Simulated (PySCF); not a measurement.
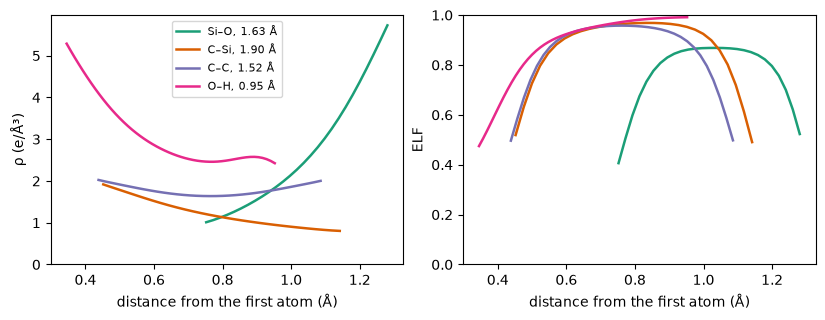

C5H14O2Si. Electron density and ELF along straight lines between neighbouring atoms. The curves leave out the atomic cores.

Geometry: GFN2-xTB.

The calculation used PBE0/pcSseg-1, SCF density, gas phase, non-relativistic (PySCF 2.14.0).

```csv
atom,x (Å),y (Å),z (Å)
C,3.2214,0.7445,0.3416
C,2.0927,-0.2742,0.2382
C,0.7475,0.3907,-0.0481
Si,-0.6904,-0.8528,-0.1301
O,-0.8624,-1.4566,1.3700
O,-0.3430,-2.1581,-1.0668
C,-2.2981,-0.0329,-0.7515
C,-2.7917,1.0974,0.1459
H,3.3064,1.3167,-0.5806
H,4.1722,0.2492,0.5274
H,3.0309,1.4388,1.1574
H,2.0210,-0.8321,1.1724
H,2.3200,-0.9906,-0.5539
H,0.5492,1.1221,0.7353
H,0.8227,0.9528,-0.9815
H,-1.1533,-2.3582,1.4826
H,-0.1715,-2.0459,-1.9966
H,-2.1646,0.3590,-1.7614
H,-3.0804,-0.7916,-0.8206
H,-3.7313,1.5059,-0.2230
H,-2.9475,0.7348,1.1584
H,-2.0604,1.9005,0.1832
```

> Compare the contacts.

Si–O (1.63 Å): ρ is about 1.2 e/Å³ halfway; the ELF peaks at about 0.85 between the atoms: a short, strongly polar bond.
C–Si (1.90 Å): ρ is about 0.95 e/Å³ halfway; the ELF peaks at about 0.95 between the atoms, as expected for localised, covalent bonding.
C–C (1.52 Å): ρ at the midpoint is about 1.6 e/Å³; the ELF peaks at about 0.95 between the atoms; localised, covalent bonding.
O–H (0.95 Å): the density is about 3.7 e/Å³ at the midpoint; the ELF climbs to about 1 towards the hydrogen, as it does in any bond to H: an ordinary covalent bond to hydrogen.
